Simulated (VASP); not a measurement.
Band structure of CdS (space group F-43m). Computed with modified Becke-Johnson potential (mBJ) with spin-orbit coupling, VASP's PBE PAW potentials (set 64) (plane waves; VASP 6.6.1).

mBJ is a potential without an energy functional, so only the levels count.

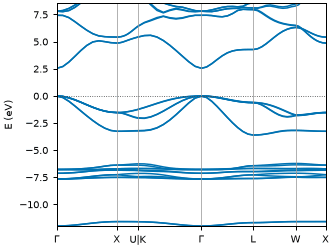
Fig. 1. Bands along high-symmetry lines, zero at the valence-band maximum or, without a gap, the Fermi level

Read the plot: is there a gap, and where are the band edges?

The gap is direct, 2.54 eV, from the valence maximum at Γ to the conduction minimum at Γ.

The structure comes from a computed database's CdS entry (F-43m); how it stands against other phases isn't given here. It was relaxed first. The cell's shape comes from a PBE relaxation.
